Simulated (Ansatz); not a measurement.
Reaction (SMILES): FF (F2) → 2 F atom
B3LYP-D3(BJ)/def2-TZVP geometries, fixed; electronic energies without zero-point terms.

Basis-set convergence of the atomisation energy at MP2 with Ansatz (a program for electronic structure). Cartesian d functions, on some or all atoms, in 6-31G**, 6-31+G*; all else is spherical. Cores are frozen. A restricted Hartree-Fock determinant is unstable towards unrestricted orbitals. Open shells are unrestricted. No added dispersion term, no relativity. Functions are those of the species that has most. Reference: Hartree-Fock in aug-cc-pV5Z plus the correlation part extrapolated as X^-3 from aug-cc-pVQZ and aug-cc-pV5Z, 44.32 kcal/mol, itself unsure by roughly 0.18 kcal/mol (a third of the extrapolation step and of the last Hartree-Fock step). Deviations are taken from unrounded values.

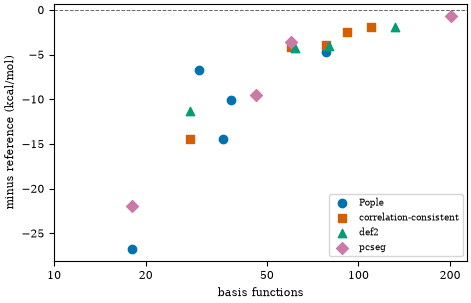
Figure. Deviation from the reference against the number of basis functions, by family of sets.

| basis | functions | atomisation energy (kcal/mol) | minus reference (kcal/mol) |
|---|---|---|---|
| 6-31G | 18 | 17.54 | -26.78 |
| pcseg-0 | 18 | 22.40 | -21.92 |
| cc-pVDZ | 28 | 29.83 | -14.49 |
| def2-SVP | 28 | 33.00 | -11.32 |
| 6-31G** | 30 | 37.61 | -6.71 |
| 6-311G** | 36 | 29.86 | -14.45 |
| 6-31+G* | 38 | 34.22 | -10.10 |
| aug-pcseg-1 | 46 | 34.84 | -9.48 |
| cc-pVTZ | 60 | 40.11 | -4.21 |
| pcseg-2 | 60 | 40.70 | -3.62 |
| def2-TZVPP | 62 | 40.03 | -4.29 |
| 6-311++G(3df,3pd) | 78 | 39.62 | -4.70 |
| jun-cc-pV(T+d)Z | 78 | 40.41 | -3.91 |
| def2-TZVPPD | 80 | 40.28 | -4.04 |
| aug-cc-pVTZ | 92 | 41.84 | -2.48 |
| cc-pVQZ | 110 | 42.39 | -1.93 |
| def2-QZVPPD | 132 | 42.41 | -1.91 |
| pcseg-4 | 202 | 43.67 | -0.65 |
